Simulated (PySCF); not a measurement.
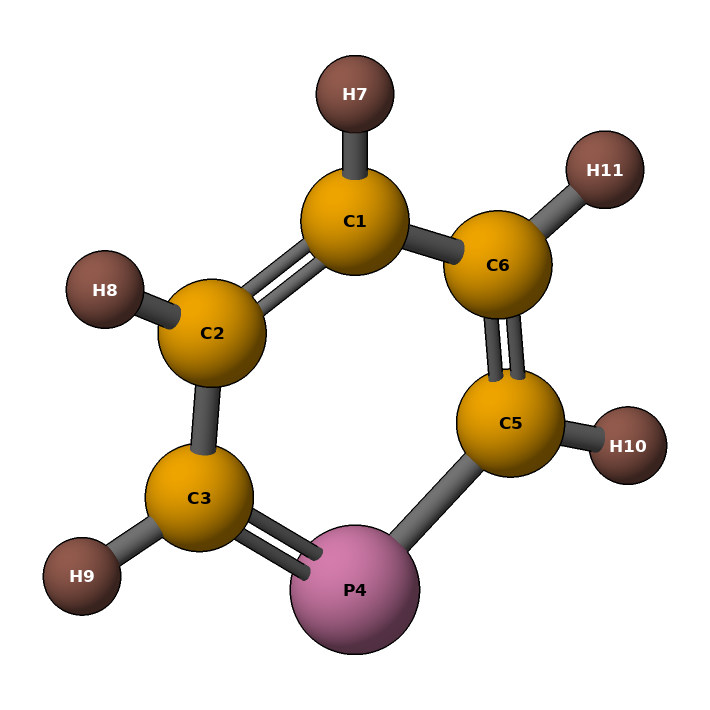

The questions are on isotropic NMR shieldings of the C atoms. The computed structure is the end point of a PBE0-D3(BJ)/def2-SVP optimisation. No frequency run is at hand to confirm it as a minimum. Method: GIAO WP04/pcSseg-2 NMR shielding, non-relativistic, gas phase (PySCF 2.14.0).

List the isotropic NMR shieldings of the C atoms.

| atom | σ (ppm) |
| --- | --- |
| C1 | 34.6 |
| C2 | 29.7 |
| C3 | 1.0 |
| C5 | 1.0 |
| C6 | 29.7 |
